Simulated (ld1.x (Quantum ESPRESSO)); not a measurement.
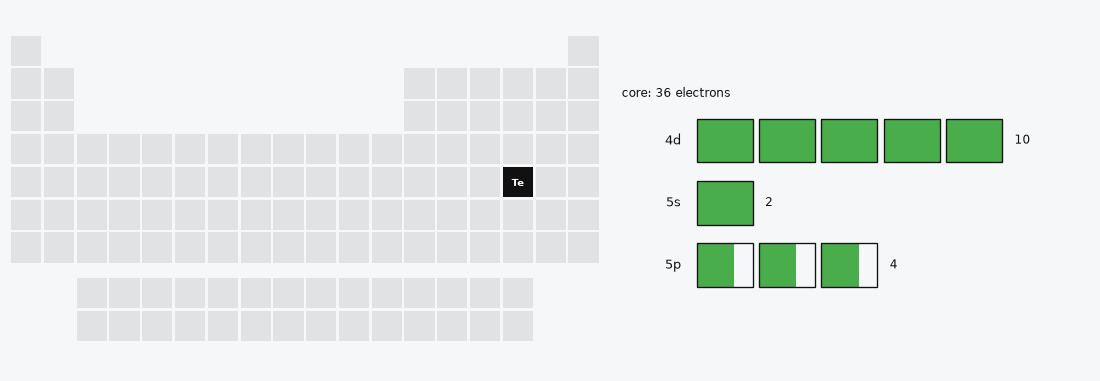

Left, the place of tellurium in the periodic table; right, the valence shells of the reference configuration: a box for each of the 2l + 1 orbitals, shaded by the share of the shell that is filled, with the electron count at the right.

**Te: pseudopotential generation (part 1 of 2)**

Tellurium (Te, Z = 52), core [Kr], reference valence 4d10 5s2 5p4, valence charge 16. Computed at this level: TM semilocal potential, PBEsol, scalar-relativistic, made with ld1.x (Quantum ESPRESSO) 7.5.

### Summary

- outcome: generated
- cutoffs needed: 110 Ry and 180 Ry (the cutoffs, on a coarse ladder, from which the occupation-weighted sum of valence levels, in a spherical-Bessel basis at the reference potential, stays within 10 and 1 mRy of its value at 400 Ry); ghost states and empty shells don't enter this sum
- ghost test: no ghost state below the valence levels in the s, d, p channels (spherical-Bessel basis up to 400 Ry, 20 bohr box)
- largest excitation error: -195 meV (all-electron minus pseudo) for 4d9 5s2 5p4, out of 7 test configurations
- range over which the phases arctan(r u′/u) at the test radius agree within 0.05 rad (a looser test near the poles than one of phase shifts): s: up to about 3.1 Ry; p: up to about 4.3 Ry; d: over the whole range computed
- hardware: 1 CPU thread, shared host
- wall time: 2.9 s

### Remarks

Warnings of the program, in the generation or the tests: convergence not achieved.

### Input
```
 &input
   title='Te', zed=52., rel=1, dft='PBESOL', iswitch=3,
   config='[Kr] 4d10 5s2 5p4',
   nld=3, rlderiv=2.20, eminld=-5.0, emaxld=5.0, deld=0.02
 /
 &inputp
   pseudotype=1, tm=.true., lloc=1,
   nlcc=.false.,
   file_pseudopw='Te.pp', file_wfcaegen='ae.wfc', file_wfcncgen='nc.wfc'
 /
3
5S  1  0   2.00   0.00  1.65  1.65  0.0
4D  3  2  10.00   0.00  1.20  1.20  0.0
5P  2  1   4.00   0.00  2.00  2.00  0.0
 &test
   configts(1)='4d10 5s2 5p4'
 /
```

### Input of the test run
```
 &input
   title='Te', zed=52., rel=1, dft='PBESOL', iswitch=2,
   config='[Kr] 4d10 5s2 5p4'
 /
 &test
   file_pseudo='Te.pp', nconf=8,
   configts(1)='4d10 5s2 5p4',
   configts(2)='4d10 5s2 5p3',
   configts(3)='4d10 5s2 5p2',
   configts(4)='4d10 5s2 5p1',
   configts(5)='4d10 5s2 5p4.3',
   configts(6)='4d10 5s2 5p3.5',
   configts(7)='4d9 5s2 5p4',
   configts(8)='4d10 5s1 5p5'
 /
```

Launched with:
```bash
ld1.x < Te.in > Te.out
```

### Log
```
     Program LD1 v.7.5
     --------------------------- All-electron run ----------------------------

     Te
     scalar relativistic calculation

     atomic number is 52.00
     dft =PBESOL   lsd =0 sic =0 latt =0  beta=0.20 tr2=1.0E-14
     Exchange-correlation= PBESOL
                           (   1   4  10   8   0   0   0)
     mesh =1245 r(mesh) =  99.36066 a.u. xmin = -7.00 dx = 0.01250
     1 Ry =  13.60569312 eV, c = 137.03599908

     n l     nl                  e(Ry)          e(Ha)          e(eV)
     1 0     1S 1( 2.00)     -2323.5328     -1161.7664    -31613.2740
     2 0     2S 1( 2.00)      -356.3325      -178.1662     -4848.1500
     2 1     2P 1( 6.00)      -319.9262      -159.9631     -4352.8170
     3 0     3S 1( 2.00)       -70.8929       -35.4465      -964.5471
     3 1     3P 1( 6.00)       -59.0607       -29.5303      -803.5612
     4 0     4S 1( 2.00)       -12.0645        -6.0323      -164.1460
     4 1     4P 1( 6.00)        -8.3960        -4.1980      -114.2329
     3 2     3D 1(10.00)       -41.1590       -20.5795      -559.9963
     4 2     4D 1(10.00)        -3.0567        -1.5283       -41.5880
     5 0     5S 1( 2.00)        -1.1136        -0.5568       -15.1517
     5 1     5P 1( 4.00)        -0.4386        -0.2193        -5.9677

     final scf error:  2.9E-15 reached in  25 iterations

     Etot =  -13583.173909 Ry,   -6791.586954 Ha, -184808.495841 eV

     Ekin =   14230.995860 Ry,    7115.497930 Ha,  193622.562509 eV
     Encl =  -32864.785685 Ry,  -16432.392843 Ha, -447148.188587 eV
     Eh   =    5395.808825 Ry,    2697.904413 Ha,   73413.719024 eV
     Exc  =    -345.192909 Ry,    -172.596454 Ha,   -4696.588787 eV

     normalization and overlap integrals

     s(1S/1S) =  1.000000  <r> =   0.0278  <r2> =    0.0010  r(max) =   0.0178
     s(2S/2S) =  1.000000  <r> =   0.1199  <r2> =    0.0169  r(max) =   0.1014
     s(2P/2P) =  1.000000  <r> =   0.1048  <r2> =    0.0134  r(max) =   0.0810
     s(3S/3S) =  1.000000  <r> =   0.3223  <r2> =    0.1187  r(max) =   0.2934
     s(3P/3P) =  1.000000  <r> =   0.3204  <r2> =    0.1191  r(max) =   0.2861
     s(4S/4S) =  1.000000  <r> =   0.7647  <r2> =    0.6611  r(max) =   0.7038
     s(4P/4P) =  1.000000  <r> =   0.8213  <r2> =    0.7694  r(max) =   0.7399
     s(3D/3D) =  1.000000  <r> =   0.2969  <r2> =    0.1044  r(max) =   0.2372
     s(4D/4D) =  1.000000  <r> =   0.9725  <r2> =    1.1127  r(max) =   0.8076
     s(5S/5S) =  1.000000  <r> =   2.0831  <r2> =    4.9312  r(max) =   1.7972
     s(5P/5P) =  1.000000  <r> =   2.6634  <r2> =    8.2277  r(max) =   2.1679

     ------------------------ End of All-electron run ------------------------

     --------------------- Generating NC pseudopotential ---------------------

      Generating local pot.: lloc=1, matching radius rcloc =   2.0000

      Wfc   5S  rcut= 1.647  Using Troullier-Martins method

      Wfc   4D  rcut= 1.190  Using Troullier-Martins method

     ------------------- End of pseudopotential generation -------------------

     --------------------------- All-electron run ----------------------------

     Te
     scalar relativistic calculation

     atomic number is 52.00
     dft =PBESOL   lsd =0 sic =0 latt =0  beta=0.20 tr2=1.0E-14
     Exchange-correlation= PBESOL
                           (   1   4  10   8   0   0   0)
     mesh =1245 r(mesh) =  99.36066 a.u. xmin = -7.00 dx = 0.01250
     1 Ry =  13.60569312 eV, c = 137.03599908

     n l     nl                  e(Ry)          e(Ha)          e(eV)
     1 0     1S 1( 2.00)     -2323.5328     -1161.7664    -31613.2740
     2 0     2S 1( 2.00)      -356.3325      -178.1662     -4848.1500
     2 1     2P 1( 6.00)      -319.9262      -159.9631     -4352.8170
     3 0     3S 1( 2.00)       -70.8929       -35.4465      -964.5471
     3 1     3P 1( 6.00)       -59.0607       -29.5303      -803.5612
     4 0     4S 1( 2.00)       -12.0645        -6.0323      -164.1460
     4 1     4P 1( 6.00)        -8.3960        -4.1980      -114.2329
     3 2     3D 1(10.00)       -41.1590       -20.5795      -559.9963
     4 2     4D 1(10.00)        -3.0567        -1.5283       -41.5880
     5 0     5S 1( 2.00)        -1.1136        -0.5568       -15.1517
     5 1     5P 1( 4.00)        -0.4386        -0.2193        -5.9677

     final scf error:  2.9E-15 reached in  25 iterations

     Etot =  -13583.173909 Ry,   -6791.586954 Ha, -184808.495841 eV

     Ekin =   14230.995860 Ry,    7115.497930 Ha,  193622.562509 eV
     Encl =  -32864.785685 Ry,  -16432.392843 Ha, -447148.188587 eV
     Eh   =    5395.808825 Ry,    2697.904413 Ha,   73413.719024 eV
     Exc  =    -345.192909 Ry,    -172.596454 Ha,   -4696.588787 eV

     normalization and overlap integrals

     s(1S/1S) =  1.000000  <r> =   0.0278  <r2> =    0.0010  r(max) =   0.0178
     s(2S/2S) =  1.000000  <r> =   0.1199  <r2> =    0.0169  r(max) =   0.1014
     s(2P/2P) =  1.000000  <r> =   0.1048  <r2> =    0.0134  r(max) =   0.0810
     s(3S/3S) =  1.000000  <r> =   0.3223  <r2> =    0.1187  r(max) =   0.2934
     s(3P/3P) =  1.000000  <r> =   0.3204  <r2> =    0.1191  r(max) =   0.2861
     s(4S/4S) =  1.000000  <r> =   0.7647  <r2> =    0.6611  r(max) =   0.7038
     s(4P/4P) =  1.000000  <r> =   0.8213  <r2> =    0.7694  r(max) =   0.7399
     s(3D/3D) =  1.000000  <r> =   0.2969  <r2> =    0.1044  r(max) =   0.2372
     s(4D/4D) =  1.000000  <r> =   0.9725  <r2> =    1.1127  r(max) =   0.8076
     s(5S/5S) =  1.000000  <r> =   2.0831  <r2> =    4.9312  r(max) =   1.7972
     s(5P/5P) =  1.000000  <r> =   2.6634  <r2> =    8.2277  r(max) =   2.1679

     ------------------------ End of All-electron run ------------------------

     Computing logarithmic derivative in   2.20897
     Message from routine run_pseudo:
     Warning: convergence not achieved
     Computing logarithmic derivative in   2.20897
     Computing the partial wave expansion
     R is outside the sphere for l=    0 j= 0.00
       no projector for channel:   1
     R is outside the sphere for l=    2 j= 0.00

     ---------------------- Testing the pseudopotential ----------------------

     Te
     scalar relativistic calculation

     atomic number is 52.00   valence charge is 16.00
     dft =PBESOL   lsd =0 sic =0 latt =0  beta=0.20 tr2=1.0E-14
     mesh =1245 r(mesh) =  99.36066 xmin = -7.00 dx = 0.01250

     n l     nl             e AE (Ry)        e PS (Ry)    De AE-PS (Ry)
     3 2     4D   1(10.00)       -3.05666       -3.05670        0.00004
     1 0     5S   1( 2.00)       -1.11363       -1.11364        0.00000
     2 1     5P   1( 4.00)       -0.43862       -0.43862        0.00000

     eps = 6.1E-12  iter =201

     Etot =  -13583.173909 Ry,   -6791.586954 Ha, -184808.495841 eV
     Etotps =  -188.557494 Ry,     -94.278747 Ha,   -2565.455403 eV

     Ekin =     128.982381 Ry,      64.491190 Ha,    1754.894690 eV
     Encl =    -307.316834 Ry,    -153.658417 Ha,   -4181.258542 eV
     Ehrt =     160.050451 Ry,      80.025226 Ha,    2177.597323 eV
     Ecxc =     -19.598035 Ry,      -9.799017 Ha,    -266.644845 eV
     Epseu=    -150.675457 Ry,     -75.337728 Ha,   -2050.044029 eV

     ---------------------- End of pseudopotential test ----------------------
```

### Output of the test run (extracts)
```
     ---------------------- Testing the pseudopotential ----------------------

     Te
     scalar relativistic calculation

     atomic number is 52.00   valence charge is 16.00
     dft =PBESOL   lsd =0 sic =0 latt =0  beta=0.20 tr2=1.0E-14
     mesh =1245 r(mesh) =  99.36066 xmin = -7.00 dx = 0.01250

     n l     nl             e AE (Ry)        e PS (Ry)    De AE-PS (Ry)
     3 2     4D   1(10.00)       -3.05666       -3.05670        0.00004
     1 0     5S   1( 2.00)       -1.11363       -1.11364        0.00000
     2 1     5P   1( 4.00)       -0.43862       -0.43862        0.00000

     eps = 1.1E-12  iter =201

     Etot =  -13583.173909 Ry,   -6791.586954 Ha, -184808.495841 eV
     Etotps =  -188.557494 Ry,     -94.278747 Ha,   -2565.455403 eV

     Ekin =     128.982381 Ry,      64.491190 Ha,    1754.894690 eV
     Encl =    -307.316834 Ry,    -153.658417 Ha,   -4181.258542 eV
     Ehrt =     160.050451 Ry,      80.025226 Ha,    2177.597323 eV
     Ecxc =     -19.598035 Ry,      -9.799017 Ha,    -266.644845 eV
     Epseu=    -150.675457 Ry,     -75.337728 Ha,   -2050.044029 eV

     ---------------------- End of pseudopotential test ----------------------

     ---------------------- Testing the pseudopotential ----------------------

     Te
     scalar relativistic calculation

     atomic number is 52.00   valence charge is 16.00
     dft =PBESOL   lsd =0 sic =0 latt =0  beta=0.20 tr2=1.0E-14
     mesh =1245 r(mesh) =  99.36066 xmin = -7.00 dx = 0.01250

     n l     nl             e AE (Ry)        e PS (Ry)    De AE-PS (Ry)
     3 2     4D   1(10.00)       -3.72087       -3.71592       -0.00494
     1 0     5S   1( 2.00)       -1.72772       -1.72710       -0.00062
     2 1     5P   1( 3.00)       -1.00816       -1.00791       -0.00026

     eps = 3.8E-12  iter =201

     Etot =  -13582.457072 Ry,   -6791.228536 Ha, -184798.742778 eV
     Etotps =  -187.840592 Ry,     -93.920296 Ha,   -2555.701452 eV
     dEtot_ae =       0.716837 Ry
     dEtot_ps =       0.716902 Ry,   Delta E=      -0.000065 Ry

     Ekin =     128.717340 Ry,      64.358670 Ha,    1751.288634 eV
     Encl =    -296.737327 Ry,    -148.368664 Ha,   -4037.317013 eV
     Ehrt =     150.082516 Ry,      75.041258 Ha,    2041.976658 eV
     Ecxc =     -19.081158 Ry,      -9.540579 Ha,    -259.612381 eV
     Epseu=    -150.821963 Ry,     -75.410982 Ha,   -2052.037350 eV

     ---------------------- End of pseudopotential test ----------------------

     ---------------------- Testing the pseudopotential ----------------------

     Te
     scalar relativistic calculation

     atomic number is 52.00   valence charge is 16.00
     dft =PBESOL   lsd =0 sic =0 latt =0  beta=0.20 tr2=1.0E-14
     mesh =1245 r(mesh) =  99.36066 xmin = -7.00 dx = 0.01250

     n l     nl             e AE (Ry)        e PS (Ry)    De AE-PS (Ry)
     3 2     4D   1(10.00)       -4.47959       -4.46694       -0.01265  !
     1 0     5S   1( 2.00)       -2.41080       -2.40926       -0.00154
     2 1     5P   1( 2.00)       -1.64323       -1.64260       -0.00062

     eps = 4.5E-11  iter =201

     Etot =  -13581.136391 Ry,   -6790.568195 Ha, -184780.773992 eV
     Etotps =  -186.519998 Ry,     -93.259999 Ha,   -2537.733854 eV
     dEtot_ae =       2.037518 Ry
     dEtot_ps =       2.037496 Ry,   Delta E=       0.000022 Ry

     Ekin =     128.347858 Ry,      64.173929 Ha,    1746.261569 eV
     Encl =    -284.705947 Ry,    -142.352974 Ha,   -3873.621748 eV
     Ehrt =     139.440194 Ry,      69.720097 Ha,    1897.180495 eV
     Ecxc =     -18.494672 Ry,      -9.247336 Ha,    -251.632832 eV
     Epseu=    -151.107431 Ry,     -75.553716 Ha,   -2055.921339 eV

     ---------------------- End of pseudopotential test ----------------------

     ---------------------- Testing the pseudopotential ----------------------

     Te
     scalar relativistic calculation

     atomic number is 52.00   valence charge is 16.00
     dft =PBESOL   lsd =0 sic =0 latt =0  beta=0.20 tr2=1.0E-14
     mesh =1245 r(mesh) =  99.36066 xmin = -7.00 dx = 0.01250

     n l     nl             e AE (Ry)        e PS (Ry)    De AE-PS (Ry)
     3 2     4D   1(10.00)       -5.31472       -5.29200       -0.02271  !
     1 0     5S   1( 2.00)       -3.14526       -3.14263       -0.00263
     2 1     5P   1( 1.00)       -2.32733       -2.32636       -0.00097

     eps = 7.8E-12  iter =201

     Etot =  -13579.155171 Ry,   -6789.577586 Ha, -184753.818130 eV
     Etotps =  -184.539055 Ry,     -92.269528 Ha,   -2510.781757 eV
     dEtot_ae =       4.018738 Ry
     dEtot_ps =       4.018439 Ry,   Delta E=       0.000299 Ry

     Ekin =     127.901445 Ry,      63.950723 Ha,    1740.187816 eV
     Encl =    -271.521442 Ry,    -135.760721 Ha,   -3694.237415 eV
     Ehrt =     128.500449 Ry,      64.250225 Ha,    1748.337676 eV
     Ecxc =     -17.868643 Ry,      -8.934322 Ha,    -243.115276 eV
     Epseu=    -151.550865 Ry,     -75.775432 Ha,   -2061.954558 eV

     ---------------------- End of pseudopotential test ----------------------

     ---------------------- Testing the pseudopotential ----------------------

     Te
     scalar relativistic calculation

     atomic number is 52.00   valence charge is 16.00
     dft =PBESOL   lsd =0 sic =0 latt =0  beta=0.20 tr2=1.0E-14
     mesh =1245 r(mesh) =  99.36066 xmin = -7.00 dx = 0.01250

     n l     nl             e AE (Ry)        e PS (Ry)    De AE-PS (Ry)
     3 2     4D   1(10.00)       -2.88044       -2.88141        0.00097
     1 0     5S   1( 2.00)       -0.94720       -0.94732        0.00012
     2 1     5P   1( 4.30)       -0.28440       -0.28444        0.00004

     eps = 3.1E-12  iter =201

     Etot =  -13583.282113 Ry,   -6791.641056 Ha, -184809.968027 eV
     Etotps =  -188.665729 Ry,     -94.332864 Ha,   -2566.928005 eV
     dEtot_ae =      -0.108204 Ry
     dEtot_ps =      -0.108234 Ry,   Delta E=       0.000031 Ry

     Ekin =     129.036683 Ry,      64.518342 Ha,    1755.633515 eV
     Encl =    -310.131766 Ry,    -155.065883 Ha,   -4219.557634 eV
     Ehrt =     162.817966 Ry,      81.408983 Ha,    2215.251283 eV
     Ecxc =     -19.733169 Ry,      -9.866584 Ha,    -268.483441 eV
     Epseu=    -150.655443 Ry,     -75.327722 Ha,   -2049.771730 eV

     ---------------------- End of pseudopotential test ----------------------
```

(Continued in part 2.)
